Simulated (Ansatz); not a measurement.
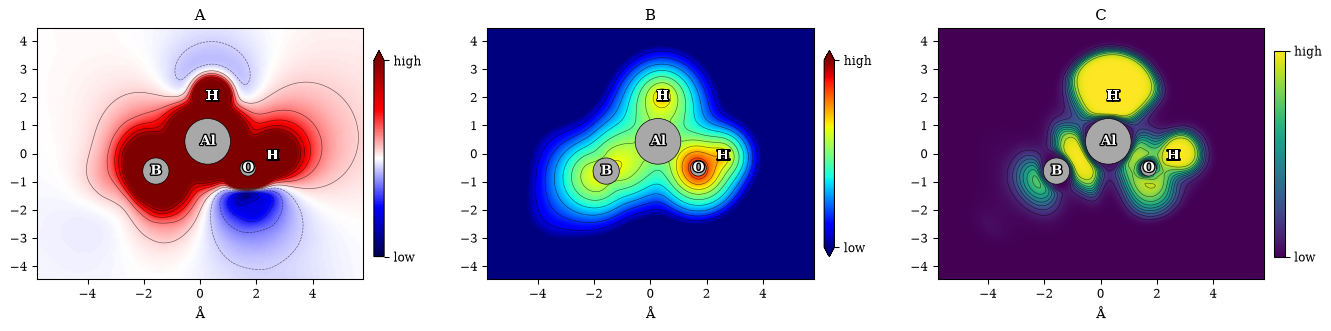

AlBH6OSi (SMILES [OH][AlH][BH][SiH3]): 3 fields on the plane of atoms O1, Al2 and H6, with unlabelled colour scales. Grey discs cover the atomic cores.

Computed with RKS PBE0/6-31G* in Ansatz.

Question: Which field does each panel show? The fields are: electron density, electron localisation function and electrostatic potential.

Answer: Panel A: electrostatic potential (strongly positive close to the atoms, with negative regions outside electron-rich atoms). Panel B: electron density. Panel C: electron localisation function. From the grid: Al–O (1.72 Å): the density is about 0.82 e/Å³ at the midpoint; the ELF peaks at about 0.85 in the valence shell of O, 0.6 Å from its nucleus, and is about 0.45 at the midpoint. Al–B (2.12 Å): ρ at the midpoint is about 0.59 e/Å³; the ELF peaks at about 1 between the atoms, as expected for a shared electron pair.
